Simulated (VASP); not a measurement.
Band structure of Cd₂Zn₂S₄ (ordered alloy cell). Level of theory: PBEsol GGA, VASP's PBE PAW potentials (set 64) (plane waves; VASP).

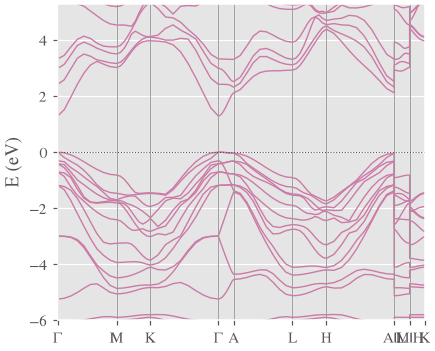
Fig. 1. Bands along high-symmetry lines, zero at the valence-band maximum or, without a gap, the Fermi level

Read the plot: is there a gap, and where are the band edges?

The gap is direct, 1.29 eV, from the valence maximum at Γ to the conduction minimum at Γ. (Edges off the drawn lines would not show.)

The structure was generated: Cd2Zn2S4 was put into an ordered model structure (P3m1), which need not be its known phase. It was relaxed first.
